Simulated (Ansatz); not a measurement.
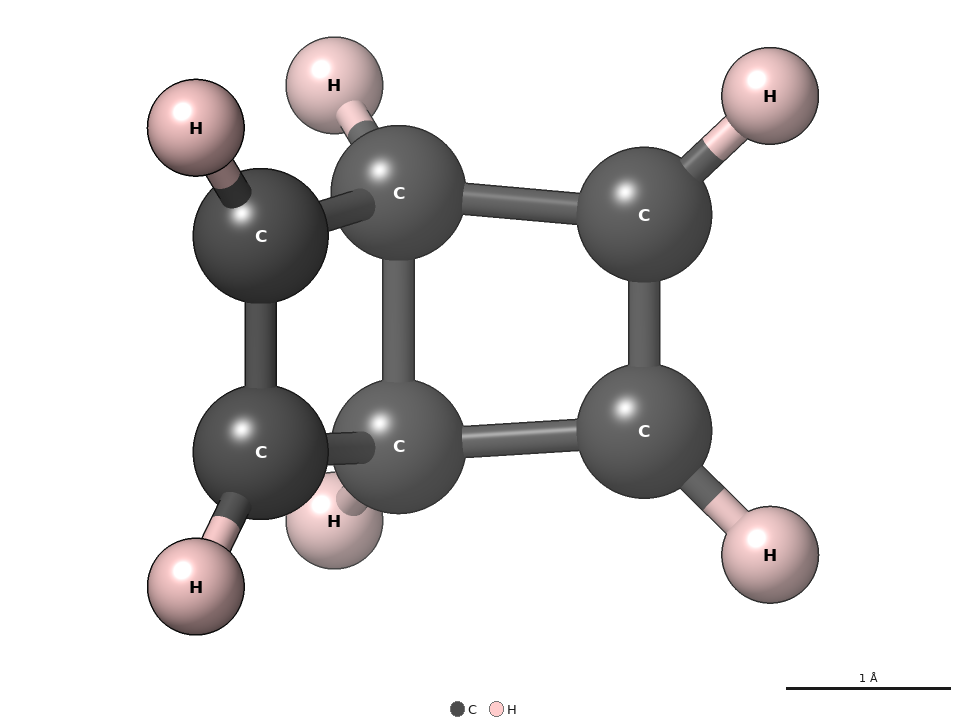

Depth is shown by fading: the farther an atom, the more it takes the colour of the background. Computed geometry: PBE0-D4/def2-TZVP optimisation. Masses are those of the most abundant isotopes; constants are for the rigid equilibrium geometry.

What kind of rotor is it, and what are its rotational constants in cm⁻¹?

Answer. An asymmetric top (C2v): A = 0.264, B = 0.151, C = 0.118 cm⁻¹. Ray's parameter κ is −0.55, nearer the prolate limit.
